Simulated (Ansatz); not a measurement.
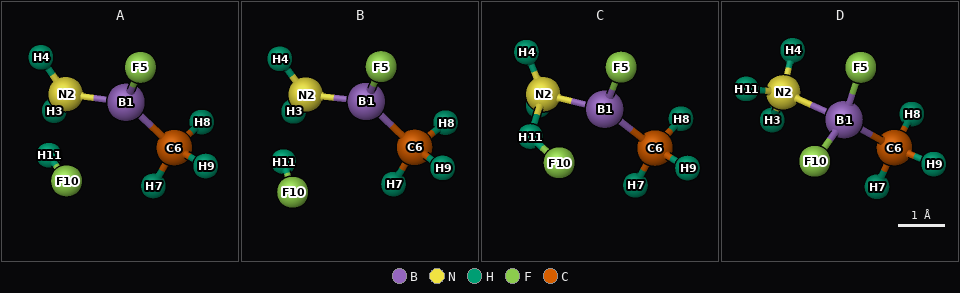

4 geometries from a converged minimum-energy path of CH₆BF₂N, shuffled. A ball-and-stick model, seen from a free direction.

Computed with Ansatz, RHF/6-31G*. Run with 9 movable images; climbing image; force threshold 0.05 eV/Å; iteration limit 60; starting path through a guess of the saddle point.

Q: One of them is the converged climbing image. Which?

A: C. In order along the path, whose images run from 0 to 10: B (image 2, +0.6 kcal/mol), A (image 3, +2.7 kcal/mol), C (image 5, +21.9 kcal/mol), D (image 9, −23.7 kcal/mol). Breaking: F10–H11 (0.92 → 1.12 at the top → 2.57 Å). Forming: B1–F10 (3.21 → 1.79 at the top → 1.37 Å), N2–H11 (1.99 → 1.30 at the top → 1.01 Å).

Limits of the set-up: Hartree-Fock leaves out electron correlation.

Cost: 2.3 min on 2 threads of Intel(R) Xeon(R) Platinum 8223CL CPU @ 3.00GHz (Skylake/Cascade Lake), with other jobs on the host, peak memory 0.19 GiB.
